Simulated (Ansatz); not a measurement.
## Response to strain in SnO2

Consider SnO2 in the rutile structure (space group P4_2/mnm, No. 136; a = 4.769 Å, c = 3.212 Å). Axes: x, y, z lie along a, b, c of the conventional cell.

Strains are applied to the cell and any free atomic positions relax.

All numbers come from PBEsol (Ansatz, a first-principles code; PAW; 420 eV plane waves; without spin-orbit coupling).

Notes on the quantities. energy relative to the base: free energy F.

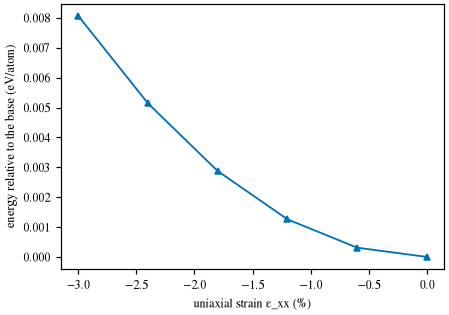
Figure: Energy relative to the base against uniaxial strain ε_xx

```csv
uniaxial strain ε_xx (%),energy relative to the base
-3,+8.1 meV/atom
-2.4,+5.1 meV/atom
-1.8,+2.9 meV/atom
-1.2,+1.3 meV/atom
-0.6,+0.3 meV/atom
```

Stability against distortions was not tested.
